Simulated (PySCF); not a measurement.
# C₇H₇PSi (SMILES C#Cc1cc([SiH3])ccp1): what the fields show

```tsv
atom	x (Å)	y (Å)	z (Å)
C	3.7665	-1.2624	0.0565
C	2.7462	-0.6347	0.1523
C	1.5347	0.0845	0.2637
C	0.3651	-0.5222	-0.1787
C	-0.8994	0.0489	-0.1308
Si	-2.4037	-0.9148	-0.7427
C	-1.0716	1.3346	0.3849
C	-0.0558	2.1229	0.8753
P	1.6222	1.6917	0.9586
H	4.6592	-1.8073	-0.0249
H	0.4598	-1.5206	-0.5905
H	-3.2116	-0.0354	-1.5911
H	-1.9392	-2.0758	-1.5024
H	-3.1965	-1.3476	0.4121
H	-2.0774	1.7381	0.3966
H	-0.3061	3.1091	1.2494
```

Geometry: GFN2-xTB.

Theory: PBE0/pcSseg-1, SCF density, gas phase, non-relativistic in PySCF.

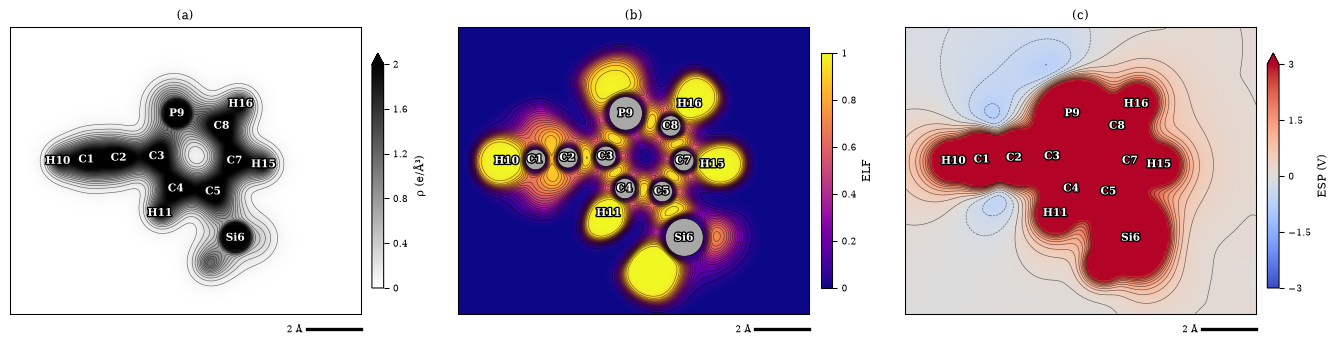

Figure 1. (a) electron density; (b) ELF; (c) electrostatic potential on the plane of atoms C3, C4 and H11. Grey discs cover the atomic cores in the ELF map.

Q: Read the bonding off the picture.

A:
- The plane passes through C, Si, P and H nuclei.
- C–C (1.20 Å): ρ is about 2.7 e/Å³ halfway; the ELF peaks at about 0.85 between the atoms (a short, multiple covalent bond).
- C–P (1.73 Å): ρ is about 1.3 e/Å³ halfway; the ELF peaks at about 0.95 between the atoms (localised, covalent bonding).
- C–Si (1.89 Å): ρ at the midpoint is about 0.93 e/Å³; the ELF peaks at about 0.95 between the atoms: a covalent bond.
- C–H (1.05 Å): ρ at the midpoint is about 2.1 e/Å³; the ELF climbs to about 1 towards the hydrogen, as it does in any bond to H (a covalent bond by its length).
- C–C (1.38 Å): ρ at the midpoint is about 2.1 e/Å³; the ELF peaks at about 0.95 between the atoms: a covalent bond.
- The ELF also peaks beside P9, away from the bonds: lone-pair regions.
- Outside the dense part of the molecule the potential is most negative (−0.8 V) near C1.

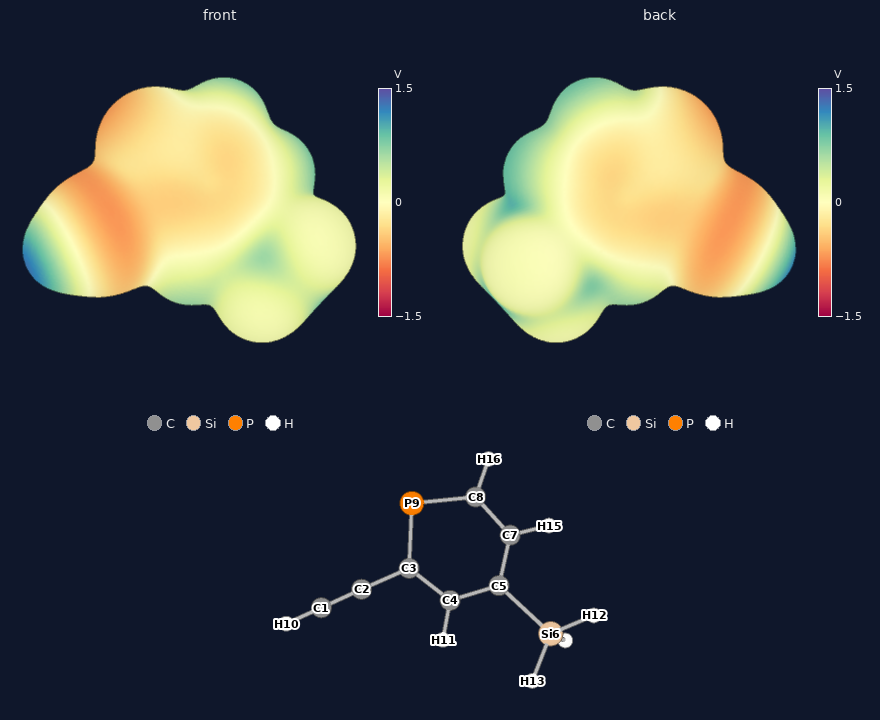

Figure 2. The electrostatic potential painted on the density surface at 0.001 e/bohr³, seen from the front and from behind; the colour scale runs from red (negative) to blue (positive). The bare structure is drawn below in the same view.

Q: Which sites attract a positive test charge, and which a negative one?

A: A positive charge is drawn to the negative regions and a negative charge to the positive ones. The most negative region (about −0.7 V) lies over C1, C2 and P9, the most positive (about +1.2 V) over H10.

Q: What dipole moment does the calculation give?

A: Its dipole moment is 1.37 D.
